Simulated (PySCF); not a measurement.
Vertical excitations of a molecule C2H11NSi3 from TDA-PBE/def2-SVPD run with PySCF 2.14.0, as energy in eV (oscillator strength): 4.87 (0.003), 5.15 (0.102), 5.28 (0.013), 5.39 (0.005), 5.49 (0.000), 5.84 (0.002). Lowest triplet (TDA): 4.58 eV. Geometry: PBE0-D3(BJ)/def2-SVP. Other conformers were not sampled.

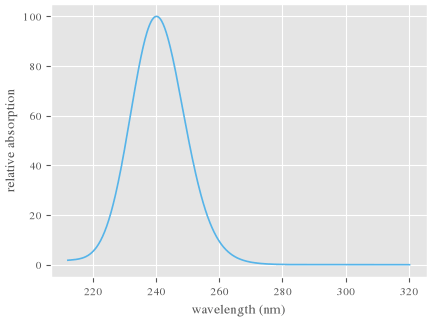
The lines broadened by 0.4 eV.

Question: Which structure fits?
A) CC[Si@H]1N[SiH2][SiH2]1
B) [SiH3][C@@H]1N[SiH2]C[SiH2]1
C) C[SiH2]C1[SiH2]N[SiH2]1
D) [SiH3]/N=C\C([SiH3])[SiH3]

Answer: A, CC[Si@H]1N[SiH2][SiH2]1
